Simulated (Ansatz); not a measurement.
Start from ZnSe in the zinc blende structure (space group F-43m, No. 216; a = 5.5675 Å). Axes: x, y, z lie along the cube axes.

Now apply this change: uniaxial strain ε_zz = +2.50 %, all other strain components held at zero; the atoms relax in the strained cell.

The values are results of LDA (Ansatz, a program for electronic structure), no spin-orbit coupling, not measurements.

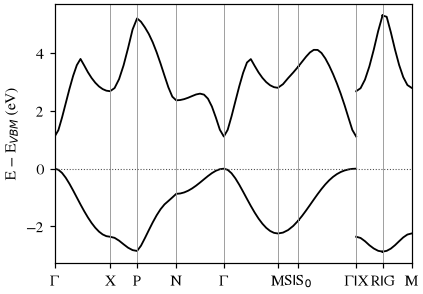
Fig. 1. Highest valence and lowest conduction band along the path of the changed cell's own zone

Q: From the figure, how large is the changed gap, and is it direct?

A: About 1.1 eV, direct at Γ.

Stability against distortions was not tested. k-point labels follow each cell's own Brillouin zone.
